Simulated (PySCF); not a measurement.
## Si$_{3}$H$_{6}$ClOF: NMR shielding calculation

The run: NMR shielding calculation of Si$_{3}$H$_{6}$ClOF. Method and program: GIAO WP04/pcSseg-1 NMR shielding, non-relativistic, gas phase (PySCF 2.14.0).

The geometry comes from this level: PBE0-D3(BJ)/def2-SVP. Figures and captions count atoms from 1; the log counts them from 0 in places.

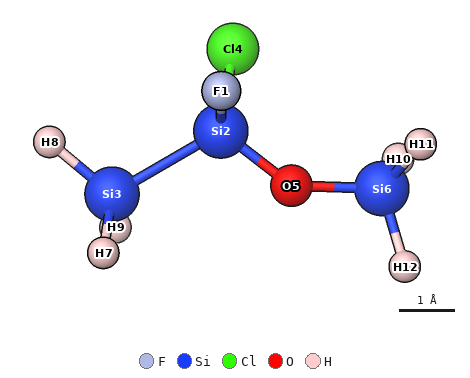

Figure 1. The structure (ball-and-stick view, seen on its broad side; atoms are numbered from 1 in the order of the input).

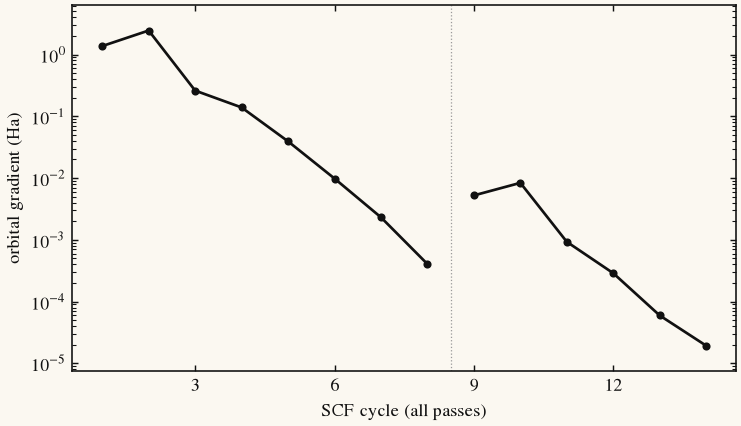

Figure 2. Convergence of the self-consistent field: orbital gradient against the SCF cycle. The dotted line marks the change from a coarse to the final integration grid. The first 8 cycles use a coarse grid, the final grid takes over at cycle 9, and the field converges after 14 cycles in all.

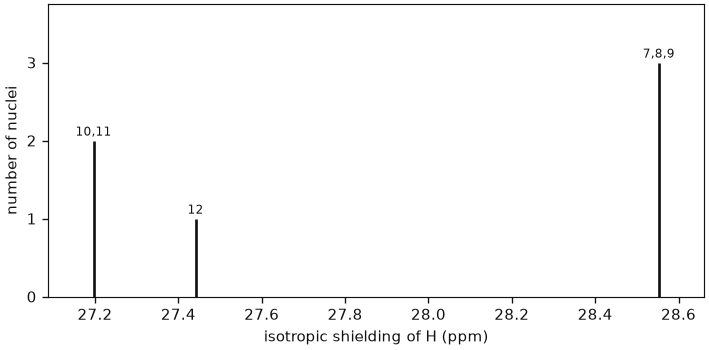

Figure 3. Isotropic shieldings of the hydrogen nuclei in this fixed geometry, labelled by atom number; shielding grows to the right, so chemical shift grows to the left. The least shielded is H10 (27.2 ppm), the most shielded H9 (28.6 ppm).

These pictures come from the run below.

**Input file**
```
{"job": {"kind": "nmr", "xc": "WP04", "basis": "pcSseg-1", "pop": false}, "charge": 0, "multiplicity": 1}
F     -0.407267     0.590654     2.167495
Si    -0.372878     0.575602     0.549547
Si    -2.462085     0.072886    -0.335729
Cl     0.215369     2.466497    -0.027159
O      0.754050    -0.503846     0.067414
Si     2.397099    -0.729400    -0.155397
H     -2.887919    -1.291137     0.095386
H     -3.452521     1.086960     0.129510
H     -2.348052     0.119757    -1.823348
H      2.913374     0.284210    -1.118588
H      3.105850    -0.595398     1.149197
H      2.584962    -2.099366    -0.703796
```

The first line tells a small driver script what to run in PySCF; the rest is the geometry in Å.

Launched with:
```bash
OMP_NUM_THREADS=1 python <driver script> task.json out
```

**Output**
```
coarse grid: 12392 points
cycle   1  E = -1524.2847454089  dE =  3.750e-01  |g| = 1.369e+00  |ddm| = 3.266e+00
cycle   2  E = -1523.4946322082  dE =  7.901e-01  |g| = 2.445e+00  |ddm| = 2.651e+00
cycle   3  E = -1524.5703293278  dE = -1.076e+00  |g| = 2.605e-01  |ddm| = 2.056e+00
cycle   4  E = -1524.5815317078  dE = -1.120e-02  |g| = 1.390e-01  |ddm| = 3.420e-01
cycle   5  E = -1524.5849060182  dE = -3.374e-03  |g| = 3.927e-02  |ddm| = 1.214e-01
cycle   6  E = -1524.5851407524  dE = -2.347e-04  |g| = 9.819e-03  |ddm| = 3.297e-02
cycle   7  E = -1524.5851571625  dE = -1.641e-05  |g| = 2.311e-03  |ddm| = 9.840e-03
cycle   8  E = -1524.5851584567  dE = -1.294e-06  |g| = 4.052e-04  |ddm| = 2.878e-03
final grid: 102568 points
cycle   9  E = -1524.6409120631  dE = -1.361e-05  |g| = 5.234e-03  |ddm| = 1.427e-02
cycle  10  E = -1524.6409044810  dE =  7.582e-06  |g| = 8.359e-03  |ddm| = 8.122e-03
cycle  11  E = -1524.6409161618  dE = -1.168e-05  |g| = 9.274e-04  |ddm| = 5.298e-03
cycle  12  E = -1524.6409163102  dE = -1.484e-07  |g| = 2.879e-04  |ddm| = 9.908e-04
cycle  13  E = -1524.6409163264  dE = -1.627e-08  |g| = 5.955e-05  |ddm| = 2.779e-04
cycle  14  E = -1524.6409163269  dE = -4.634e-10  |g| = 1.930e-05  |ddm| = 4.692e-05
converged SCF energy = -1524.6409163269

GIAO shielding tensors (ppm)
atom      isotropic    diamagn.    paramagn.     s11        s22        s33       span
  0 F      298.995     473.322    -174.327    239.836    289.682    367.467    127.631
  1 Si     363.968     880.611    -516.644    340.706    350.384    400.814     60.109
  2 Si     428.110     881.919    -453.809    424.917    427.372    432.041      7.123
  3 Cl     827.610    1154.032    -326.421    702.482    744.283   1036.066    333.584
  4 O      257.042     404.606    -147.564    221.244    264.155    285.728     64.485
  5 Si     382.457     879.992    -497.534    351.772    359.561    436.040     84.268
  6 H       28.515      29.811      -1.296     25.350     26.557     33.638      8.288
  7 H       28.555      28.576      -0.022     25.385     26.886     33.393      8.008
  8 H       28.589      30.320      -1.731     25.598     27.185     32.984      7.386
  9 H       27.187      29.481      -2.294     23.510     26.511     31.540      8.030
 10 H       27.206      28.749      -1.543     23.749     25.715     32.154      8.405
 11 H       27.441      28.986      -1.545     24.082     25.653     32.589      8.507
```

**Results in brief**

```json
{"quantity": "outcome", "value": "converged"}
{"quantity": "total energy", "value": "−1524.640916 hartree"}
{"quantity": "HOMO", "value": "−10.01 eV"}
{"quantity": "LUMO", "value": "−1.90 eV"}
{"quantity": "dipole moment", "value": "1.81 D"}
{"quantity": "isotropic shielding, F", "value": "299.0 ppm"}
{"quantity": "isotropic shielding, Si", "value": "364.0 to 428.1 ppm"}
{"quantity": "isotropic shielding, Cl", "value": "827.6 ppm"}
{"quantity": "isotropic shielding, O", "value": "257.0 ppm"}
{"quantity": "isotropic shielding, H", "value": "27.2 to 28.6 ppm"}
{"quantity": "hardware", "value": "1 CPU thread, shared host"}
{"quantity": "wall time", "value": "24 s"}
{"quantity": "peak memory", "value": "0.88 GiB"}
```
